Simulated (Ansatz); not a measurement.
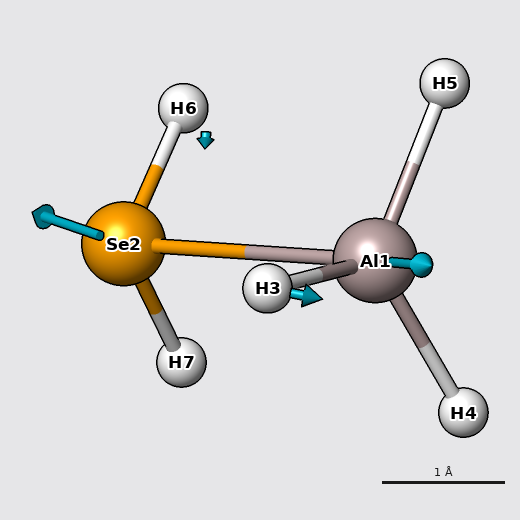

Arrows show the forces on the atoms, 8 Å of arrow for 1 eV/Å; forces under a tenth of the largest aren't drawn. Level of theory: PBE0-D4/def2-TZVP (Ansatz 0.2.0).

### On which atom is the force largest, and how large is it?

On Se2: 0.12 eV/Å.

### Along which bond is the force strongest?

Al1–Se2, now 2.668 Å: the forces push its atoms apart, so a first step downhill lengthens it.

List the force components in the frame of the picture (x right, y up, z towards the viewer), in eV/Å.

```csv
atom,Fx,Fy,Fz
Al1,0.04,0.00,0.08
Se2,−0.07,0.02,−0.09
H3,0.03,−0.01,0.00
H4,0.00,0.00,0.00
H5,0.00,0.00,0.00
H6,0.00,−0.02,0.00
H7,0.00,0.00,0.00
```
